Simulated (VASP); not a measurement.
Band structure of FeAl (CsCl type). All values below come from vdW-DF2, VASP's PBE PAW potentials (set 64) (plane waves; VASP).

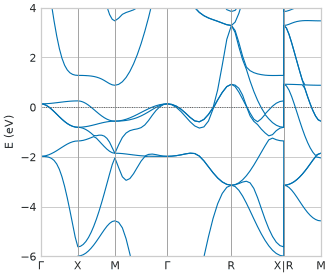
Bands along high-symmetry lines, zero at the valence-band maximum or, without a gap, the Fermi level

Task: Read the plot: is there a gap, and where are the band edges?

Result: It has no gap at this level: it comes out as a metal or semimetal. (Edges off the drawn lines would not show.)

The compound is FeAl in the CsCl type structure. It was relaxed first. The run is not spin-polarised, so no magnetic state was tried. The electron count is odd and the run is not spin-polarised, which forces a metal.
